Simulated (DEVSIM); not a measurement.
Device: Ru/La2O3/SiO2/n-Si capacitor, at 250 K.

```csv
layer (left to right),material,thickness (nm),Nd (cm⁻³)
1,La2O3,3.00,-
2,SiO2,0.910,-
3,Si,3300,3.1e16
```

Metal gate on the left, work function 4.7 eV. Fixed charge at the semiconductor interface 0 cm⁻² (in units of +e); no interface traps.

This is a model device: material constants are rounded textbook-type values typed into the input, and sizes, dopings and lifetimes were drawn at random. Values at 300 K; Nc and Nv go as T^1.5, mobilities as T to minus their exponent, the gap by Varshni's rule with the affinity fixed.

| parameter | La2O3 | SiO2 | Si |
|---|---|---|---|
| gap (eV) | 5.8 | 9 | 1.124 |
| affinity (eV) | 1.8 | 0.9 | 4.05 |
| permittivity | 27 | 3.9 | 11.7 |
| Nc (cm⁻³) | - | - | 2.86e19 |
| Nv (cm⁻³) | - | - | 3.1e19 |
| Varshni α (eV/K) | - | - | 0.000473 |
| Varshni β (K) | - | - | 636 |

DEVSIM, 1D Poisson equation in equilibrium, Boltzmann statistics, complete ionisation; no quantum confinement or tunnelling. Metal contacts follow the ideal Schottky-Mott rule: no Fermi-level pinning, no interface dipoles.

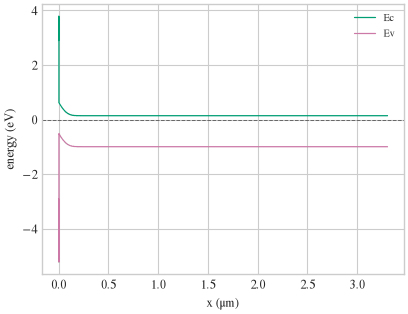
Figure: Band edges at 0.0 V on the gate

Energies count from the Fermi level of the right contact; mesh points crowd at the junctions.

```json
[
 {"x (μm)": "0.000", "Ec (eV)": "2.900", "Ev (eV)": "-2.900", "n (cm⁻³)": "< 1e2", "p (cm⁻³)": "< 1e2", "field (V/cm)": "-29000"},
 {"x (μm)": "0.0009933", "Ec (eV)": "2.897", "Ev (eV)": "-2.903", "n (cm⁻³)": "< 1e2", "p (cm⁻³)": "< 1e2", "field (V/cm)": "-29000"},
 {"x (μm)": "0.002078", "Ec (eV)": "2.894", "Ev (eV)": "-2.906", "n (cm⁻³)": "< 1e2", "p (cm⁻³)": "< 1e2", "field (V/cm)": "-29000"},
 {"x (μm)": "0.003078", "Ec (eV)": "3.790", "Ev (eV)": "-5.210", "n (cm⁻³)": "< 1e2", "p (cm⁻³)": "< 1e2", "field (V/cm)": "-200000"},
 {"x (μm)": "0.003808", "Ec (eV)": "3.775", "Ev (eV)": "-5.225", "n (cm⁻³)": "< 1e2", "p (cm⁻³)": "< 1e2", "field (V/cm)": "-200000"},
 {"x (μm)": "0.005035", "Ec (eV)": "0.616", "Ev (eV)": "-0.520", "n (cm⁻³)": "8400000", "p (cm⁻³)": "7.6e8", "field (V/cm)": "-66000"},
 {"x (μm)": "0.007731", "Ec (eV)": "0.598", "Ev (eV)": "-0.538", "n (cm⁻³)": "1.9e7", "p (cm⁻³)": "3.4e8", "field (V/cm)": "-65000"},
 {"x (μm)": "0.01699", "Ec (eV)": "0.540", "Ev (eV)": "-0.596", "n (cm⁻³)": "2.8e8", "p (cm⁻³)": "2.3e7", "field (V/cm)": "-60000"},
 {"x (μm)": "0.03379", "Ec (eV)": "0.446", "Ev (eV)": "-0.690", "n (cm⁻³)": "2.2e10", "p (cm⁻³)": "290000", "field (V/cm)": "-52000"},
 {"x (μm)": "0.07040", "Ec (eV)": "0.287", "Ev (eV)": "-0.849", "n (cm⁻³)": "3.5e13", "p (cm⁻³)": "180", "field (V/cm)": "-35000"},
 {"x (μm)": "0.1553", "Ec (eV)": "0.149", "Ev (eV)": "-0.988", "n (cm⁻³)": "2.2e16", "p (cm⁻³)": "< 1e2", "field (V/cm)": "-3300"},
 {"x (μm)": "0.4388", "Ec (eV)": "0.141", "Ev (eV)": "-0.995", "n (cm⁻³)": "3.1e16", "p (cm⁻³)": "< 1e2", "field (V/cm)": "≈ 0"},
 {"x (μm)": "0.9531", "Ec (eV)": "0.141", "Ev (eV)": "-0.995", "n (cm⁻³)": "3.1e16", "p (cm⁻³)": "< 1e2", "field (V/cm)": "≈ 0"},
 {"x (μm)": "1.958", "Ec (eV)": "0.141", "Ev (eV)": "-0.995", "n (cm⁻³)": "3.1e16", "p (cm⁻³)": "< 1e2", "field (V/cm)": "≈ 0"},
 {"x (μm)": "2.834", "Ec (eV)": "0.141", "Ev (eV)": "-0.995", "n (cm⁻³)": "3.1e16", "p (cm⁻³)": "< 1e2", "field (V/cm)": "≈ 0"},
 {"x (μm)": "3.089", "Ec (eV)": "0.141", "Ev (eV)": "-0.995", "n (cm⁻³)": "3.1e16", "p (cm⁻³)": "< 1e2", "field (V/cm)": "≈ 0"},
 {"x (μm)": "3.206", "Ec (eV)": "0.141", "Ev (eV)": "-0.995", "n (cm⁻³)": "3.1e16", "p (cm⁻³)": "< 1e2", "field (V/cm)": "≈ 0"},
 {"x (μm)": "3.261", "Ec (eV)": "0.141", "Ev (eV)": "-0.995", "n (cm⁻³)": "3.1e16", "p (cm⁻³)": "< 1e2", "field (V/cm)": "≈ 0"},
 {"x (μm)": "3.290", "Ec (eV)": "0.141", "Ev (eV)": "-0.995", "n (cm⁻³)": "3.1e16", "p (cm⁻³)": "< 1e2", "field (V/cm)": "≈ 0"},
 {"x (μm)": "3.298", "Ec (eV)": "0.141", "Ev (eV)": "-0.995", "n (cm⁻³)": "3.1e16", "p (cm⁻³)": "< 1e2", "field (V/cm)": "≈ 0"},
 {"x (μm)": "3.302", "Ec (eV)": "0.141", "Ev (eV)": "-0.995", "n (cm⁻³)": "3.1e16", "p (cm⁻³)": "< 1e2", "field (V/cm)": "≈ 0"},
 {"x (μm)": "3.304", "Ec (eV)": "0.141", "Ev (eV)": "-0.995", "n (cm⁻³)": "3.1e16", "p (cm⁻³)": "< 1e2", "field (V/cm)": "≈ 0"}
]
```
